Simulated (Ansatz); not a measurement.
# Tc of Ca (Fm-3m) from its phonons

What Tc do the phonons of Ca (Fm-3m) give, and how does it depend on μ*? The cell shown first is a relaxed one, from steps not shown here.

Program: Ansatz 0.2.0. Level of theory: DFT PBE, scalar-relativistic, plane waves, PAW; PAW set soft_1. Results are calculated unless marked as measured.

## 1. The cell after earlier relaxation steps

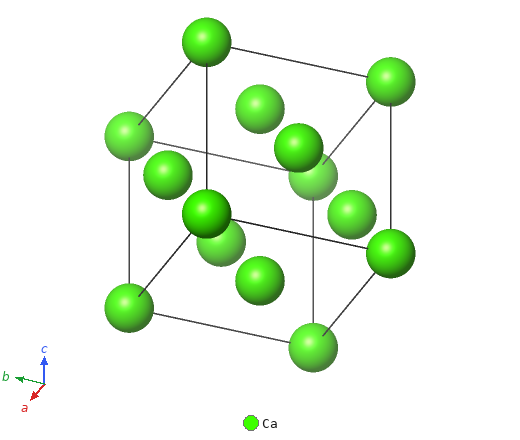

The starting structure, seen from a free direction (calcium green). This picture shows the conventional cell, with its axes. Some periodic images of atoms are drawn too.

## 2. Resistivity: q 4×4×4, k 12×12×12, scattering 16×16×16

The run that gives the couplings also evaluates McMillan's and Allen and Dynes's formulas and, where asked, the Eliashberg equations, over a range of μ*.

File input.yaml:

```yaml
crystal:
  lattice:
    - [0.0, 2.7620523563, 2.7620523563]
    - [2.7620523563, 0.0, 2.7620523563]
    - [2.7620523563, 2.7620523563, 0.0]
  atoms:
    - { symbol: Ca, position: [0.0, 0.0, 0.0] }
kpoints:
  mp_grid: { grid: [12, 12, 12] }
hamiltonian:
  xc: pbe
  pseudopotentials: { kind: paw, azcp: { folder: soft_1 } }
scf:
  occupations: { method: methfessel_paxton, width: 0.2 }
output:
  eigenvalues: true
phonons:
  method: dfpt
  qmesh: [4, 4, 4]
  temperatures: { t_max: 1000, t_step: 50 }
  qpath:
    path:
      - [[0.0, 0.0, 0.0], [0.5, 0.0, 0.5], [0.625, 0.25, 0.625]]
      - [[0.375, 0.375, 0.75], [0.0, 0.0, 0.0], [0.5, 0.5, 0.5], [0.5, 0.25, 0.75], [0.5, 0.0, 0.5]]
    npoints: 6
  electrical_resistivity:
    mesh: [16, 16, 16]
    temperatures: [20.0, 50.0, 80.0, 100.0, 150.0, 200.0, 273.0, 300.0, 400.0, 500.0, 600.0, 800.0]
  superconductivity: { mesh: [16, 16, 16] }
```

Run with:

```console
> ansatz run input.yaml --threads 16 --pin off --max-ram 92160MiB --backend cuda --events-out ev --progress --plain --runs-dir out --max-vram 78GiB
```

Numbers of over 12 decimals in the logs are rounded to 6 here.

Log:

```text
Engine: ansatz 0.2.0, aarch64-unknown-linux-gnu
Pseudopotentials: kind: paw
Pseudopotential: Ca, paw, valence charge 10, recommended cutoff 420 eV (normal), soft_1/Ca.paw.azcp
Functional definition: PBE
  parameter kappa = 0.804
  parameter beta = 0.066725
  exchange = pbe_x(kappa = kappa, mu = beta*pi^2/3)
  correlation = pbe_c(beta = beta)
[...]
Crystal: 1 atoms, lattice volume = 42.143 Å³
Basis set: ecut = 420 eV, 869 PW (Γ), exchange–correlation on 54×54×54 points (8 copies of the dense FFT grid, shifted against one another)
Bands: 9, of which v1, the nominal top of the filled ones, is band 5 counted from 1 (4 counted from 0)
Symmetry: 48 space group operations
k-points: 72 of 1728
Non-local potential: Ca, projectors of the file, l = 0: 3, l = 1: 2, l = 2: 2
PAW form: soft (Blöchl's): semilocal exchange-correlation on the pseudo side does not see the compensation charge
PAW one-centre angular grid: Ca, 110 points (default); XC on 64 Gauss nodes
Initial density: superposition of atomic densities (chi_scale 0.1, normalization cell)
Initial wavefunctions: pseudopotential atomic-orbital guess
[...]
Functional: x = pbe(κ = 0.804, μ = 0.219515), c = pbe(β = 0.066725)
SCF iter   1: F=—  HF=-1816.857339 eV  |F-HF|=—  |Δ(HF+E_count)|=         —  Δρ=7.15e-3  dr2=1.91e-2  ethr=3.10e-3  ⟨swp⟩=4.8  Hψ=4998  notcnv=0
preconditioner: auto → none  [metal: Δε(μ)=0.027 eV  Ē_g=3.499 eV  σ=0.200 eV  W_gap=0.11  n_scr=8 (ndim 8)  ℏωp=8.1 eV  f_vac=0.000  D(μ)=1.56/eV (n_scr^D=14)  sad-step TF]
SCF iter   2: F=—  HF=-1816.858773 eV  |F-HF|=—  |Δ(HF+E_count)|=   1.43e-3  S|Δr|=    0.00e0  Δρ=4.52e-3  dr2=8.41e-3  ethr=1.91e-4  ⟨swp⟩=1.0  Hψ=1225  notcnv=0
[...]
SCF iter   7: F=-1816.861480 eV  HF=-1816.861480 eV  |F-HF|=0.00e0  |Δ(HF+E_count)|=  1.58e-10  S|Δr|=    0.00e0  Δρ=8.64e-8  dr2=9.17e-13  ethr=1.00e-12  ⟨swp⟩=5.7  Hψ=2732  notcnv=0
SCF 1 converged in 7 iterations: F = -1816.861480 eV  dr2 = 9.17e-13
  greatest PAW one-centre occupation: 0.996 electrons in one spin orbital (limit 2), on the Ca atom at site 0 (counted from 0), in its partial waves of l = 0
[...]
NSCF: frozen V_eff on 72 k-points, pencils in batches of 32, up to order 36
[...]
NSCF: frozen V_eff on 72 k-points
[...]
DFPT response loops at q = (0, 0, 0) (fractional): preconditioner auto → Kerker (q_TF=auto, 2.147 Å⁻¹) (partly filled bands, converged f_vac=0.000); β = 1.00, the filter's whole step (`scf.mixing.beta` (0.50) is not read by the response loops under this deck's `scf.mixing.preconditioner`; to damp them name `kerker` or `kerker_dos`, under which they read `scf.mixing.beta`, and type it under 1.00, their step now; both keys bind the ground state too); Anderson in place of MSR1; while a model of the screening serves, it and β = 1 on shorter waves in the place of filter and β
[...]
NSCF: frozen V_eff on 72 k-points
[...]
DFPT response loops at q = (0, 0, 0.25) (fractional): mixed as the last ones told, above
[...]
DFPT response loops at q = (0, 0, -0.5) (fractional): mixed as the last ones told, above
[...]
DFPT response loops at q = (0, 0.25, 0.25) (fractional): mixed as the last ones told, above
[...]
DFPT response loops at q = (0, 0.25, -0.5) (fractional): mixed as the last ones told, above
[...]
DFPT response loops at q = (0, 0.25, -0.25) (fractional): mixed as the last ones told, above
[...]
DFPT response loops at q = (0, -0.5, -0.5) (fractional): mixed as the last ones told, above
[...]
DFPT response loops at q = (0.25, -0.5, -0.25) (fractional): mixed as the last ones told, above
[...]
SCF iter   1: F=—  HF=-1816.857339 eV  |F-HF|=—  |Δ(HF+E_count)|=         —  Δρ=7.15e-3  dr2=1.91e-2  ethr=3.10e-3  ⟨swp⟩=4.8  Hψ=4998  notcnv=0
SCF iter   2: F=—  HF=-1816.858773 eV  |F-HF|=—  |Δ(HF+E_count)|=   1.43e-3  S|Δr|=    0.00e0  Δρ=4.52e-3  dr2=8.41e-3  ethr=1.91e-4  ⟨swp⟩=1.0  Hψ=1225  notcnv=0
SCF iter   3: F=—  HF=-1816.861524 eV  |F-HF|=—  |Δ(HF+E_count)|=   2.75e-3  S|Δr|=    0.00e0  Δρ=7.26e-4  dr2=2.66e-4  ethr=8.41e-5  ⟨swp⟩=1.1  Hψ=660  notcnv=0
SCF iter   4: F=—  HF=-1816.861489 eV  |F-HF|=—  |Δ(HF+E_count)|=   3.46e-5  S|Δr|=    0.00e0  Δρ=9.35e-5  dr2=2.19e-6  ethr=2.66e-6  ⟨swp⟩=2.0  Hψ=998  notcnv=0
[...]
SCF 2 converged in 7 iterations: F = -1816.861480 eV  dr2 = 9.22e-13
[...]
SCF converged after 7 iterations
[...]
mean free path at 50 K (of a tensor a third of its trace): 256 nm by what each carries, 203 by the Fermi surface alone
  Hall coefficient in a weak field at 50 K (a third of the trace): -2.691e-10 m³/C (as a tensor it moves by 30.4 % between the two finest meshes); by each state's relaxation time: -3.123e-10 m³/C; by a constant relaxation time: -3.914e-10 m³/C
  mean free path at 80 K (of a tensor a third of its trace): 98.7 nm by what each carries, 83.7 by the Fermi surface alone
  Hall coefficient in a weak field at 80 K (a third of the trace): -3.243e-10 m³/C (as a tensor it moves by 35.6 % between the two finest meshes); by each state's relaxation time: -3.570e-10 m³/C; by a constant relaxation time: -3.774e-10 m³/C
  mean free path at 100 K (of a tensor a third of its trace): 69.5 nm by what each carries, 60.0 by the Fermi surface alone
  Hall coefficient in a weak field at 100 K (a third of the trace): -3.273e-10 m³/C (as a tensor it moves by 34.6 % between the two finest meshes); by each state's relaxation time: -3.572e-10 m³/C; by a constant relaxation time: -3.629e-10 m³/C
  mean free path at 150 K (of a tensor a third of its trace): 40.8 nm by what each carries, 35.8 by the Fermi surface alone
  Hall coefficient in a weak field at 150 K (a third of the trace): -3.055e-10 m³/C (as a tensor it moves by 28.2 % between the two finest meshes); by each state's relaxation time: -3.307e-10 m³/C; by a constant relaxation time: -3.249e-10 m³/C
  mean free path at 200 K (of a tensor a third of its trace): 29.3 nm by what each carries, 25.8 by the Fermi surface alone
  Hall coefficient in a weak field at 200 K (a third of the trace): -2.792e-10 m³/C (as a tensor it moves by 20.4 % between the two finest meshes); by each state's relaxation time: -3.013e-10 m³/C; by a constant relaxation time: -2.932e-10 m³/C
  mean free path at 273 K (of a tensor a third of its trace): 21.0 nm by what each carries, 18.4 by the Fermi surface alone
  Hall coefficient in a weak field at 273 K (a third of the trace): -2.500e-10 m³/C (as a tensor it moves by 10.3 % between the two finest meshes); by each state's relaxation time: -2.695e-10 m³/C; by a constant relaxation time: -2.609e-10 m³/C
  mean free path at 300 K (of a tensor a third of its trace): 19.1 nm by what each carries, 16.7 by the Fermi surface alone
  Hall coefficient in a weak field at 300 K (a third of the trace): -2.415e-10 m³/C (as a tensor it moves by 7.0 % between the two finest meshes); by each state's relaxation time: -2.606e-10 m³/C; by a constant relaxation time: -2.521e-10 m³/C
  mean free path at 400 K (of a tensor a third of its trace): 14.6 nm by what each carries, 12.5 by the Fermi surface alone
  Hall coefficient in a weak field at 400 K (a third of the trace): -2.161e-10 m³/C (as a tensor it moves by 2.5 % between the two finest meshes); by each state's relaxation time: -2.348e-10 m³/C; by a constant relaxation time: -2.295e-10 m³/C
  mean free path at 500 K (of a tensor a third of its trace): 12.3 nm by what each carries, 10.1 by the Fermi surface alone
  Hall coefficient in a weak field at 500 K (a third of the trace): -1.947e-10 m³/C (as a tensor it moves by 9.8 % between the two finest meshes); by each state's relaxation time: -2.142e-10 m³/C; by a constant relaxation time: -2.160e-10 m³/C
  mean free path at 600 K (of a tensor a third of its trace): 10.9 nm by what each carries, 8.59 by the Fermi surface alone
  Hall coefficient in a weak field at 600 K (a third of the trace): -1.743e-10 m³/C (as a tensor it moves by 15.2 % between the two finest meshes); by each state's relaxation time: -1.950e-10 m³/C; by a constant relaxation time: -2.071e-10 m³/C
  mean free path at 800 K (of a tensor a third of its trace): 9.31 nm by what each carries, 6.77 by the Fermi surface alone
  Hall coefficient in a weak field at 800 K (a third of the trace): -1.377e-10 m³/C (as a tensor it moves by 26.9 % between the two finest meshes); by each state's relaxation time: -1.593e-10 m³/C; by a constant relaxation time: -1.951e-10 m³/C
  the resistivity times a path that all electrons share, by the Fermi surface of the deck's mesh alone (a third of the trace): 1.378e-15 Ω·m²
  not converged in the mesh (λ; λ_tr; the resistivity at 20 K by 16.16 %; the resistivity at 50 K by 6.54 %; the resistivity at 80 K by 3.62 %; the resistivity at 100 K by 2.83 %; the resistivity at 150 K by 2.25 %; the resistivity at 200 K by 2.34 %; the resistivity at 273 K by 2.72 %; the resistivity at 300 K by 2.83 %; the resistivity at 400 K by 2.95 %; the resistivity at 500 K by 2.49 %): between neighbouring me [...]
  vibrations of 64 cells: unjudged by the run; compare a larger repeat
  the changes of the potential over all sites missed a rigid shift's by 0.00 % (the site terms' by 0.00 %)
  at the force constants' own smearing the fine mesh and the k-points of their solves give squared frequencies that differ by 1.7 % of the larger at the most, at (0, 0, 0.25)
--- Superconductivity: potentials and phonons of a 4×4×4 supercell ---
           mesh         λ    ħω_log (meV)  μ* declared at (meV)
       16×16×16    0.1252          11.415               13.912
          8×8×8    0.0995          11.939               14.093
          4×4×4    0.0660          11.717               13.161
  λ by the species' shares of the modes' patterns: Ca 0.1252
  with the Fermi level up to 20.5 meV (the hardest mode) off, states and modes as they are: density of states 0.6683 to 0.7018 /eV of one spin and cell, λ 0.1231 to 0.1269
  transition temperature on the deck's mesh (K), isotropic and anisotropic, restricted to the Fermi surface (FSR) and over the full bandwidth (FBW), and the last with the density of states resolved in a narrower window:
        μ*   McMillan   Allen–Dynes      iso. FSR      iso. FBW    aniso. FSR    aniso. FBW  narrow window
      0.08      0.000         0.000    none_found    none_found    none_found    none_found     none_found
      0.10      0.000         0.000    none_found    none_found    none_found    none_found     none_found
      0.12          -             -    none_found    none_found    none_found    none_found     none_found
      0.13          -             -    none_found    none_found    none_found    none_found     none_found
      0.14          -             -    none_found    none_found    none_found    none_found     none_found
      0.16          -             -    none_found    none_found    none_found    none_found     none_found
      0.20          -             -    none_found    none_found    none_found    none_found     none_found
  none_found: no transition down to 0.1 K
  isotope coefficients −∂ln Tc/∂ln M under μ* = 0.13, the force constants as they are, of the isotropic transitions restricted to the Fermi surface and over the full bandwidth: Ca - and -
  not converged in the mesh (λ): between neighbouring meshes, the two finest first, λ moves by 20.56 % and 33.59 % and the anisotropic transition temperature over the full bandwidth at μ* = 0.13 by nothing (neither mesh has one) and nothing (neither mesh has one); converged means that the two finest part by at most 2.00 % and 5.00 %
  vibrations of 64 cells: unjudged by the run; compare a larger repeat
  the changes of the potential over all sites missed a rigid shift's by 0.00 % (the site terms' by 0.00 %)
  at the force constants' own smearing the fine mesh and the k-points of their solves give squared frequencies that differ by 1.7 % of the larger at the most, at (0, 0, 0.25)
```

Run time: 17 s. Hardware: 1 × NVIDIA GB200 with 16 threads of Arm Neoverse V2, shared host; peak memory 2.8 GiB.

Numbers from this step:

```
volume per atom                                                                : 42.14 Å³/atom
metallic on mesh                                                               : yes
gap on the k-mesh                                                              : 0 eV
zero point energy                                                              : 0.02074 eV/cell
share of imaginary modes in the plain interpolation between solved wavevectors : 0
highest frequency, solved or plainly interpolated                              : 164.9 cm⁻¹
Debye temperature (second moment)                                              : 215 K
resistivity at 300 K                                                           : 8.245 μΩ cm
coupling constant λ                                                            : 0.1252
density of states at the Fermi level                                           : 0.6873 states/eV a spin and cell
log mean phonon energy ħω_log                                                  : 11.42 meV
transport coupling constant λ_tr                                               : 0.124, 0.124, 0.124 (xx, yy, zz)
Drude plasma energy                                                            : 4.102, 4.102, 4.102 eV (xx, yy, zz)
resistivity times mean free path                                               : 13.78, 13.78, 13.78 × 10⁻¹⁶ Ω m² (xx, yy, zz)
second-moment phonon energy ħω₂                                                : 13.91 meV
coupling λ by branch                                                           : 0.0382, 0.022, 0.065 (branches by rank of frequency)
```

An empty cell: under 1 mK by a formula, or no transition down to the floor of the Eliashberg search. Transition temperatures:

| μ* | McMillan Tc (K) | Allen–Dynes Tc (K) |
| --- | --- | --- |
| 0.08 | - | - |
| 0.1 | - | - |
| 0.12 | - | - |
| 0.13 | - | - |
| 0.14 | - | - |
| 0.16 | - | - |
| 0.2 | - | - |

## 3. Coupling and resistivity: q 4×4×4, k 16×16×16, scattering 24×24×24

The next rung changes the k mesh of the density and its response; the scattering mesh, which samples the Fermi surface.

input.yaml, as its differences from that of step 2:

```diff
@@ -8,3 +8,3 @@
 kpoints:
-  mp_grid: { grid: [12, 12, 12] }
+  mp_grid: { grid: [16, 16, 16] }
 hamiltonian:
@@ -26,4 +26,4 @@
   electrical_resistivity:
-    mesh: [16, 16, 16]
+    mesh: [24, 24, 24]
     temperatures: [20.0, 50.0, 80.0, 100.0, 150.0, 200.0, 273.0, 300.0, 400.0, 500.0, 600.0, 800.0]
-  superconductivity: { mesh: [16, 16, 16] }
+  superconductivity: { mesh: [24, 24, 24] }
```

Log:

```text
[...]
Crystal: 1 atoms, lattice volume = 42.143 Å³
Basis set: ecut = 420 eV, 869 PW (Γ), exchange–correlation on 54×54×54 points (8 copies of the dense FFT grid, shifted against one another)
Bands: 9, of which v1, the nominal top of the filled ones, is band 5 counted from 1 (4 counted from 0)
Symmetry: 48 space group operations
k-points: 145 of 4096
[...]
SCF iter   1: F=—  HF=-1816.858314 eV  |F-HF|=—  |Δ(HF+E_count)|=         —  Δρ=7.19e-3  dr2=1.95e-2  ethr=3.10e-3  ⟨swp⟩=4.9  Hψ=10118  notcnv=0
[...]
SCF iter   2: F=—  HF=-1816.859702 eV  |F-HF|=—  |Δ(HF+E_count)|=   1.39e-3  S|Δr|=    0.00e0  Δρ=4.55e-3  dr2=8.67e-3  ethr=1.95e-4  ⟨swp⟩=1.0  Hψ=2467  notcnv=0
[...]
SCF iter   7: F=-1816.862403 eV  HF=-1816.862403 eV  |F-HF|=2.27e-13  |Δ(HF+E_count)|=  1.68e-10  S|Δr|=    0.00e0  Δρ=8.86e-8  dr2=9.87e-13  ethr=1.00e-12  ⟨swp⟩=5.7  Hψ=5604  notcnv=0
SCF 1 converged in 7 iterations: F = -1816.862403 eV  dr2 = 9.87e-13
[...]
NSCF: frozen V_eff on 145 k-points, pencils in batches of 32, up to order 36
[...]
NSCF: frozen V_eff on 145 k-points
[...]
SCF iter   1: F=—  HF=-1816.858314 eV  |F-HF|=—  |Δ(HF+E_count)|=         —  Δρ=7.19e-3  dr2=1.95e-2  ethr=3.10e-3  ⟨swp⟩=4.9  Hψ=10118  notcnv=0
[...]
SCF iter   4: F=—  HF=-1816.862410 eV  |F-HF|=—  |Δ(HF+E_count)|=   4.12e-5  S|Δr|=    0.00e0  Δρ=9.61e-5  dr2=2.31e-6  ethr=2.76e-6  ⟨swp⟩=2.0  Hψ=2013  notcnv=0
[...]
SCF 2 converged in 7 iterations: F = -1816.862403 eV  dr2 = 9.87e-13
[...]
SCF converged after 7 iterations
[...]
vibrations of 64 cells: unjudged by the run; compare a larger repeat
[...]
--- Superconductivity: potentials and phonons of a 4×4×4 supercell ---
           mesh         λ    ħω_log (meV)  μ* declared at (meV)
       24×24×24    0.1440          11.793               14.167
       12×12×12    0.1377          11.967               14.174
          6×6×6    0.1221          13.003               14.538
  λ by the species' shares of the modes' patterns: Ca 0.1440
[...]
0.08      0.000         0.000    none_found    none_found    none_found    none_found     none_found
      0.10      0.000         0.000    none_found    none_found    none_found    none_found     none_found
      0.12      0.000         0.000    none_found    none_found    none_found    none_found     none_found
      0.13      0.000         0.000    none_found    none_found    none_found    none_found     none_found
      0.14          -             -    none_found    none_found    none_found    none_found     none_found
      0.16          -             -    none_found    none_found    none_found    none_found     none_found
      0.20          -             -    none_found    none_found    none_found    none_found     none_found
  none_found: no transition down to 0.1 K
[...]
vibrations of 64 cells: unjudged by the run; compare a larger repeat
[...]
```

Wall time 27 s (1 × NVIDIA GB200 with 16 threads); peak memory 2.8 GiB.

Numbers from this step:

```yaml
zero_point_energy: 0.02075 eV/cell
highest_frequency_solved_or_plainly_interpolated: 165 cm⁻¹
resistivity_at_300_k: 8.601 μΩ cm
coupling_constant_lambda: 0.144
density_of_states_at_the_fermi_level: 0.7922 states/eV a spin and cell
log_mean_phonon_energy_omega_log: 11.79 meV
transport_coupling_constant_lambda_tr: 0.1399, 0.1399, 0.1399 (xx, yy, zz)
drude_plasma_energy: 4.211, 4.211, 4.211 eV (xx, yy, zz)
resistivity_times_mean_free_path: 12.6, 12.6, 12.6 × 10⁻¹⁶ Ω m² (xx, yy, zz)
second_moment_phonon_energy_omega: 14.17 meV
coupling_lambda_by_branch: 0.0395, 0.0232, 0.0814 (branches by rank of frequency)
```

An empty cell: under 1 mK by a formula, or no transition down to the floor of the Eliashberg search. Transition temperatures:

| μ* | McMillan Tc (K) | Allen–Dynes Tc (K) |
| --- | --- | --- |
| 0.08 | - | - |
| 0.1 | - | - |
| 0.12 | - | - |
| 0.13 | - | - |
| 0.14 | - | - |
| 0.16 | - | - |
| 0.2 | - | - |

For the log mean phonon energy ħω_log, step 2 gave 11.4 meV; this run, with k-mesh 16×16×16 and scattering mesh 24×24×24, gives 11.8 meV (+3 %).

[end of part 1 of 2]

[Logs are printed without paths, hosts, clocks, repeated set-up lines and the standing remarks that a program may print on its own settings, such as how far it seeks lower states.]

[Hosts, paths, dates, database ids (printed as entryN), source tags and the programs' standing remarks are cut or masked in the printed files.]
